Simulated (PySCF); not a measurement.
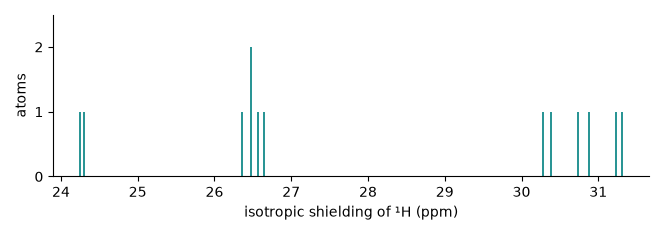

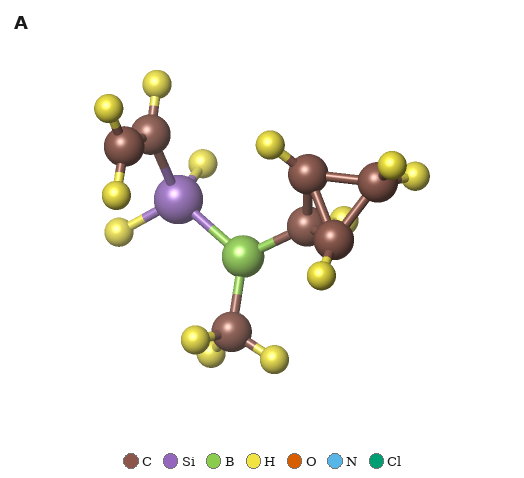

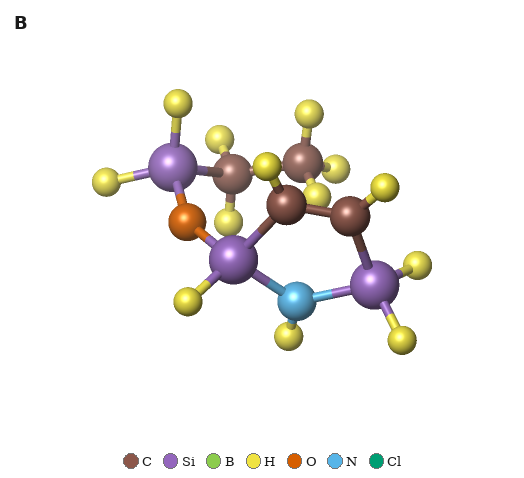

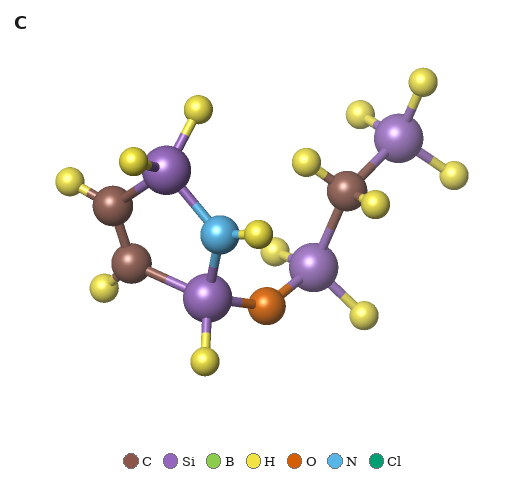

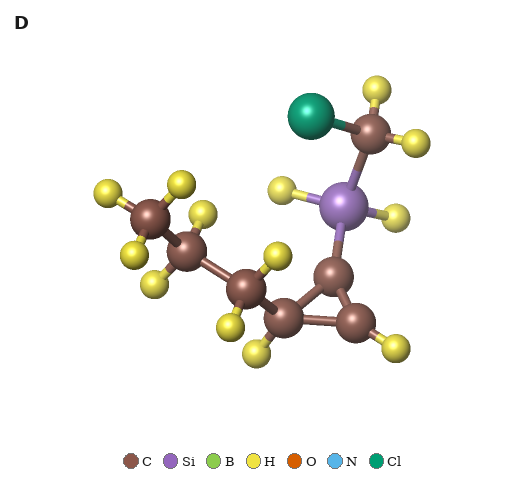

The sticks are computed shieldings of one of the molecules, for one fixed geometry (GFN2-xTB) without averaging over rotations. Low shielding means a high chemical shift. Method: GIAO PBE0/pcSseg-1 NMR shielding, non-relativistic, gas phase (PySCF 2.14.0).

Match the spectrum to a structure.

B, `CC[SiH2]O[Si@@H]1C=C[SiH2]N1`. Its 13 H atoms give lines at 24.25, 24.31, 26.35, 26.47 (2 atoms), 26.56, 26.65, 30.28, 30.39, 30.73, 30.88, 31.23, 31.31 ppm.

The geometry is semi-empirical. Around B, Si such bond lengths and angles can be off by a tenth of an ångström or more and by several degrees, and values that hang on the shape move with them.
